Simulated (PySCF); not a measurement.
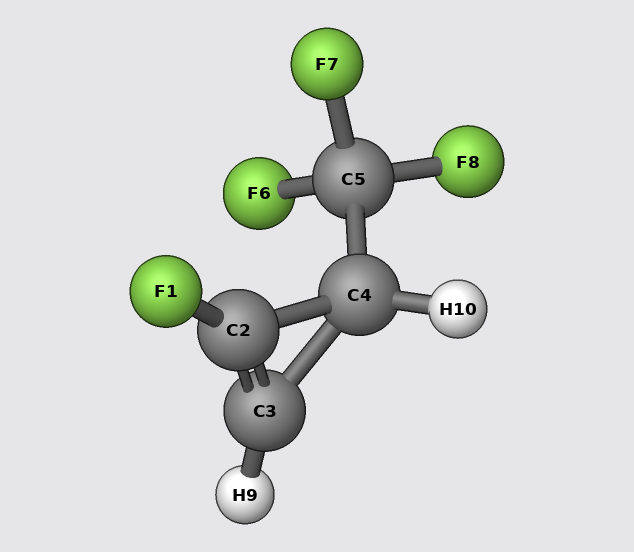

The questions are on isotropic NMR shieldings of the H atoms. Geometry: an image of a reaction path computed with GFN2-xTB, not a minimum. Method: GIAO PBE0/pcSseg-1 NMR shielding, non-relativistic, gas phase (PySCF 2.14.0).

Give the isotropic NMR shieldings of the H atoms atom by atom.

| atom | σ (ppm) |
| --- | --- |
| H9 | 26.67 |
| H10 | 28.90 |
